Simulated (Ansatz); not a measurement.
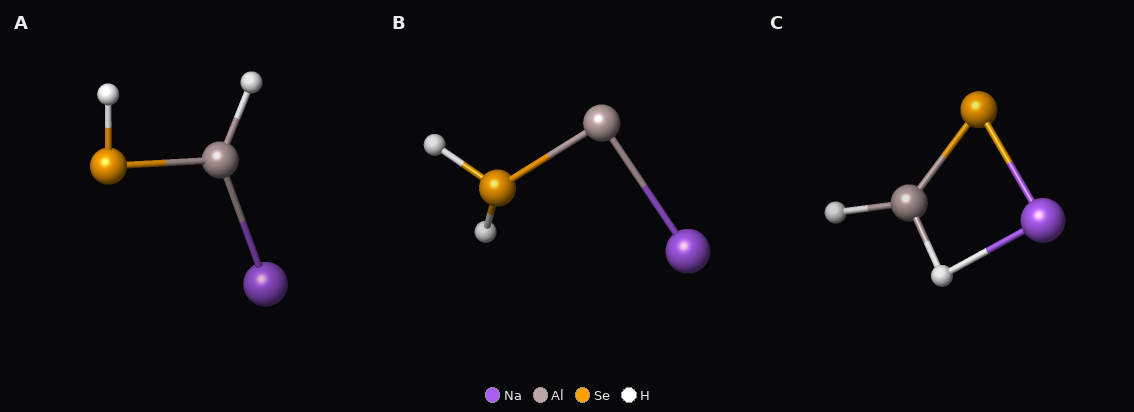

3 stationary structures of one formula. Geometries: PBE0-D4/def2-TZVP. Electronic energies: RHF-CCSD(T) (frozen core)/def2-TZVPP (Ansatz 0.2.0), without zero-point energy. No frequency run is at hand to confirm each as a minimum.

> Which structure is the most stable?

C is lowest (Cs); A lies 1.491 eV above it (Cs), B lies 3.901 eV above it (C1).
